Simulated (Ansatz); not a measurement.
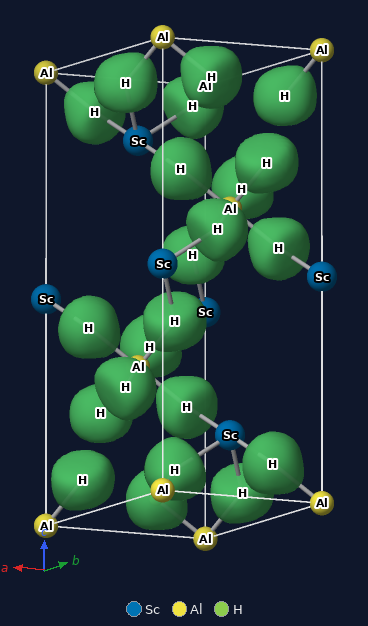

*ScAlH6. Isosurface of the ELF at 0.8 (green), seen at an oblique angle. Core shells and regions of very low density are left out. Sticks mark near contacts.*

Space group R-3; a structure from a database of computed crystals, not necessarily the ambient phase; started from the MgTiF6-148 prototype, which need not be the ambient phase.

Theory: DFT, r2SCAN+rVV10, plane waves, PAW (Ansatz 0.2.0).

In a PAW calculation such maps are meaningful between the atoms, not at the nuclei.

**Where are the electrons localised?**

The surface consists of 18 regions around hydrogen nuclei, counted in one cell of 24 atoms. Any copies at cell faces, edges or corners count once.

Values along the shortest contacts:
Al–H (1.71 Å): the ELF climbs to about 1 towards the hydrogen. Sc–H (1.95 Å): the ELF climbs to about 1 towards the hydrogen.
